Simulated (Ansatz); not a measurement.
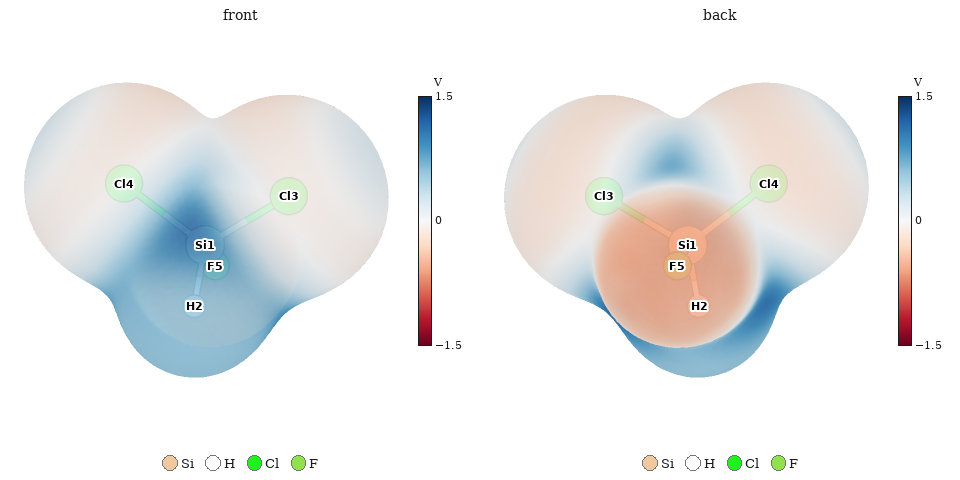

The picture shows: Cl2FHSi. The electrostatic potential painted on the density surface at 0.001 e/bohr³, seen from the front and from behind; red is negative and blue positive.

Theory: RKS PBE/def2-SVP in Ansatz.

```xyz
5

Si    0.0179    0.0304   -0.0006
H     0.0053    0.0087    1.4856
Cl    1.9472    0.0042   -0.7064
Cl   -0.9692    1.6881   -0.7068
F    -0.7446   -1.2906   -0.5599
```

Question: Where is the surface potential most negative and most positive?

Answer: The most negative region (about −0.6 V) lies over F5, the most positive (about +1.1 V) over Si1.
